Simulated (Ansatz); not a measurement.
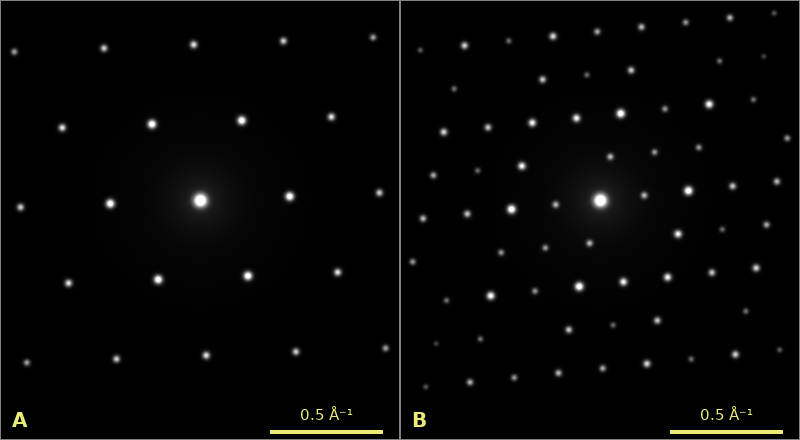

Kinematic electron diffraction patterns (200 kV, B = 0.5 Å², same scale, each along a low-index zone) of two structures of composition ScTl2, each relaxed at zero pressure with DFT PBE, scalar-relativistic, plane waves, PAW in Ansatz 0.2.0. The runs are not spin-polarised.

The structures (standard cells):
1. Fm-3m (No. 225), a = 7.001 Å, 12 atoms; generated start, possibly hypothetical
2. Fd-3m (No. 227), a = 8.654 Å, 24 atoms; generated start, possibly hypothetical

> Which pattern belongs to which structure, and along which zone?

A is structure 1 along [111] or an equivalent direction: hexagonal net of -2 2 0 at d = 2.48 Å and -2 0 2 at d = 2.48 Å, 60.0° apart. B is structure 2 along [110] or an equivalent direction: centred rectangular net of -1 1 -1 at d = 5.00 Å and -1 1 1 at d = 5.00 Å, 70.5° apart (some points of this net are extinct or too weak to see).

> Rank the structures by their computed energy.

Structure 1 (Fm-3m, 28.59 Å³ an atom) is the lowest of these; structure 2 (Fd-3m, 27.01 Å³ an atom) lies about 140 meV an atom higher. These are static energies at 0 K; other structures, not shown, may lie lower still.
